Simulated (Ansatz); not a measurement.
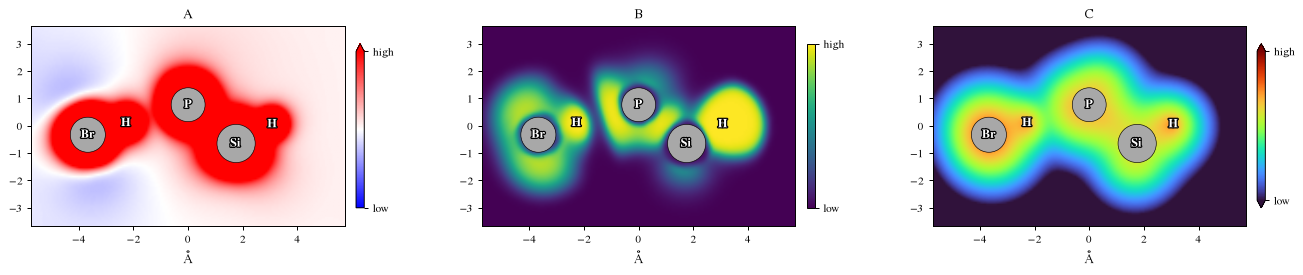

H5PSi···HBr: 3 fields on the plane of atoms H5, Si1 and P7, with unlabelled colour scales. Grey discs cover the atomic cores.

The product side of a reaction path; geometry: PBE0-D4/def2-TZVP.

The calculation used Ansatz 0.2.0, RKS PBE0-D4/def2-TZVPP.

Question: Match the panels to the quantities (electron density, electron localisation function and electrostatic potential).

Answer: Panel A: electrostatic potential (strongly positive close to the atoms, with negative regions outside electron-rich atoms). Panel B: electron localisation function. Panel C: electron density. From the grid: P7···H6 (2.39 Å): the density falls to about 0.16 e/Å³ on the way; the ELF dips to about 0.25 between them. Si–P (2.26 Å): ρ at the midpoint is about 0.72 e/Å³, with its minimum of 0.64 e/Å³ about 0.8 Å from Si; the ELF peaks at about 0.95 between the atoms (a shared electron pair).
